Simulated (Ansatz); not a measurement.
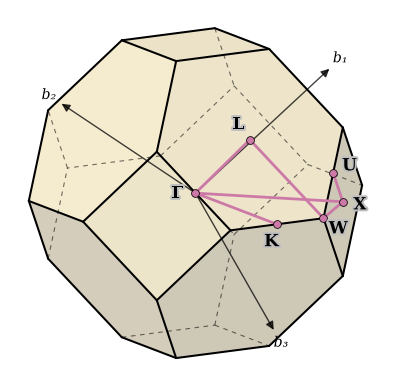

The figure shows the first Brillouin zone with its special points and a band path. Crystal: MgO, the geometry relaxed with DFT, PBE, PAW with Ansatz's default frozen-core files, scalar-relativistic (Ansatz); the starting structure was generated, so it need not be a known form of this composition. Geometry calculated from the standardised cell; symmetry tolerance 0.002 Å.

Labels and path follow the convention of Hinuma et al. (2017), as computed by seekpath; the arrows show the directions of the reciprocal primitive vectors b₁, b₂, b₃.

### Which Bravais lattice has this zone?

A face-centred cubic lattice (cF; extended symbol cF2). The zone is a truncated octahedron in its combinatorial type: 14 faces (6 with 4 edges, 8 with 6 edges), 36 edges, 24 vertices.

### In which order does the conventional band path visit the special points?

Γ–X–U | K–Γ–L–W–X
